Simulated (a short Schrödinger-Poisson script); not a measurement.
Structure: symmetric double-gate stack, SiO2 on p-type InP, at 300 K.

```csv
layer,material,thickness (nm),Na (cm⁻³)
1,SiO2,2.8,-
2,InP,3,2e17
3,SiO2,2.8,-
```

The device is made up for the run: typed textbook-type constants, with dimensions and the other settings drawn at random. SiO2: permittivity 3.9, conduction-band edge (eV) 3.48, gap (eV) 9, electron mass (mₑ) 0.5. InP: permittivity 12.5, conduction-band edge (eV) 0, gap (eV) 1.344, Nv at 300 K (cm⁻³) 1.1e19.

Channel valleys (confinement mass, in-plane density-of-states mass, number): Γ 0.08, 0.08, 1. At the gates, both at one voltage, the conduction-band edge of layer 1 lies 3.71 eV − eVg above the Fermi level of the channel. Gaps are held at their typed values at every temperature. Mesh 0.03 nm at interfaces.

From a short Schrödinger-Poisson script (our own, NumPy): 1D Poisson equation in equilibrium, electrons quantum, Hartree (BenDaniel-Duke, 12 states a valley, the channel's in-plane mass for all, wave functions ending at the dielectric), parabolic valleys, classical holes, full ionisation, no traps, pinning or gate leakage.

Only gate voltages with over 1e8 electrons/cm² are shown.

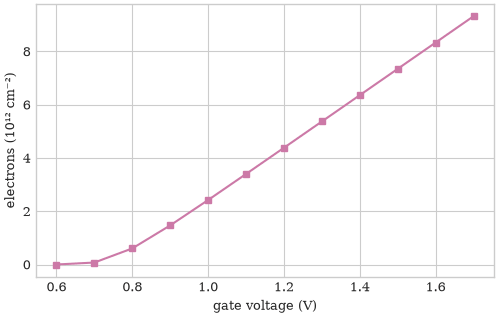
Fig. 1. Sheet density against gate voltage

```tsv
Vg (V)	electrons (cm⁻²)	C (μF/cm²)	Γ E0 (meV)	Γ E1 (meV)
0.6	2.02e9	0.0127	156.5	1722.5
0.7	7.57e10	0.379	61.8	1627.6
0.8	6.06e11	1.23	-0.4	1564.7
0.9	1.47e12	1.49	-38.8	1525.1
1	2.42e12	1.55	-70.9	1491.7
1.1	3.40e12	1.57	-101.2	1460.1
1.2	4.38e12	1.58	-131.0	1428.9
1.3	5.37e12	1.58	-160.6	1397.9
1.4	6.36e12	1.58	-190.2	1367.0
1.5	7.34e12	1.58	-219.8	1336.1
1.6	8.33e12	1.58	-249.3	1305.2
1.7	9.32e12	1.58	-278.9	1274.2
```

Subbands count from the Fermi level. The capacitance is that of both gates.

Above a few 1e12 electrons/cm² a light Γ valley is non-parabolic and upper valleys begin to fill, which the model leaves out.
